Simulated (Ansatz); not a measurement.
# Fields on a plane of Te (trigonal-Te type, space group P3_121)

```
CELL_PARAMETERS angstrom
      4.52090     0.00000     0.00000
     -2.26045     3.91521     0.00000
      0.00000     0.00000     5.95427
ATOMIC_POSITIONS crystal
  Te 0.26811 0.00000 0.33333
  Te 0.00000 0.26811 0.66667
  Te 0.73189 0.73189 0.00000
```

The slice is a (1 -1 0 0) plane (indices of the conventional cell) through the point (0.000, 0.268, 0.667) (fractional), spanned by u = [110] and v = [001] in vectors of this cell: u (4.52 Å) and v (5.95 Å, at 90° to u). It covers one period; positions are fractions (u, v).

Atoms on it: Te at (0.00, 0.00).

The numbers are results of PBE (plane waves to 420 eV, PAW, scalar-relativistic; Ansatz, an electronic-structure program), not measurements. k mesh 9×9×6. Near the nuclei the fields are pseudised (PAW); where an atom keeps semicore shells as valence, they peak there. Spin-orbit coupling is left out, though Te is heavy. Te was relaxed with its symmetry unable to fall.

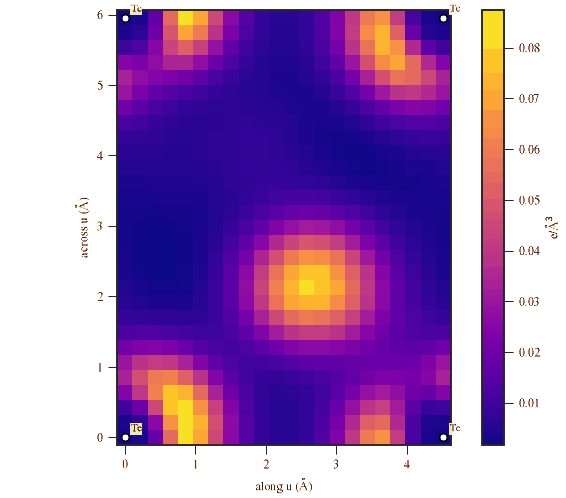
Fig. 1. Density of the highest valence band (whole band, smooth part) in e/Å³, one period of the plane, atoms marked. 

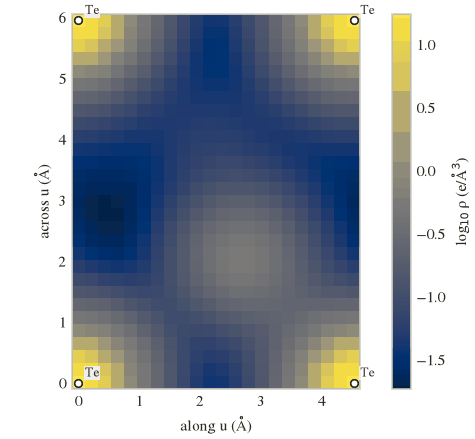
*Log₁₀ of the valence density in e/Å³, one period of the plane, atoms marked. The scale is logarithmic, as a density can span decades between atoms and voids.*
